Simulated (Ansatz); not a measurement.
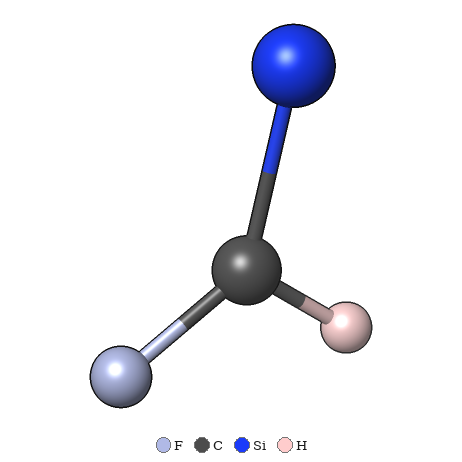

The picture shows a molecular structure as a ball-and-stick model.

Computed geometry: PBE0-D4/def2-TZVP optimisation. No frequency run is at hand to confirm it as a minimum.

Identify the structure.

The molecule is CHFSi. This geometry has Cs symmetry. All atoms lie on one plane. Coordination: 1 C trigonal planar.

The parts below concern this one geometry. Atoms keep their numbers from picture to picture.

Electronic properties

No frequency run is at hand to confirm it as a minimum. Properties computed with RKS PBE0-D4/def2-TZVPP (Ansatz 0.2.0).

Question: Give the HOMO–LUMO gap at this level.

Answer: 3.30 eV.

Question: Give the HOMO energy (Kohn–Sham orbital) at this level.

Answer: −6.41 eV.

Dipole moment

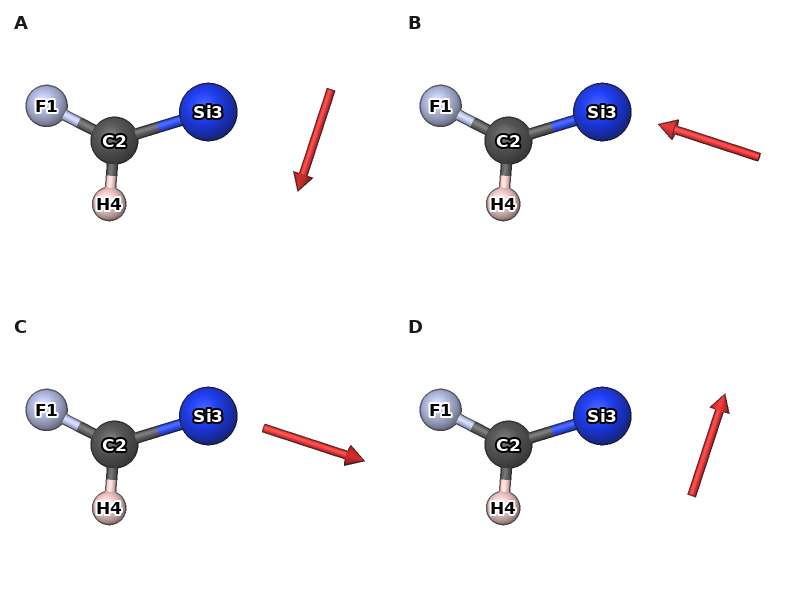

The same molecule four times, each with an arrow. No frequency run is at hand to confirm it as a minimum. Properties computed with RKS PBE0-D4/def2-TZVP (Ansatz 0.2.0).

Question: Which arrow points along the dipole moment, from the negative to the positive end?

Answer: C. The dipole moment is 1.14 D; it points from the side of F1 to the side of Si3 (the outermost atoms at the two ends).

Charges

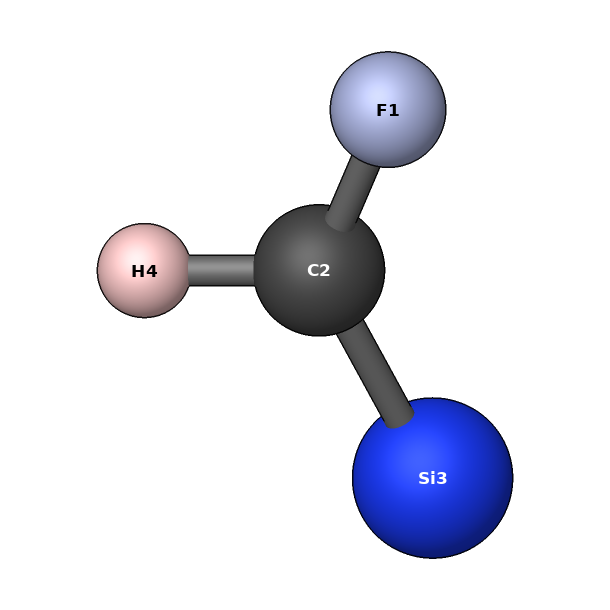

The questions are on Mulliken charges. No frequency run is at hand to confirm it as a minimum. Properties computed with RKS PBE0-D4/def2-TZVP (Ansatz 0.2.0).

List the Mulliken charges.

```csv
atom,value (e)
F1,−0.18
C2,−0.04
Si3,0.10
H4,0.11
```

Mulliken values depend strongly on the basis set and can even reverse the polarity of a bond.
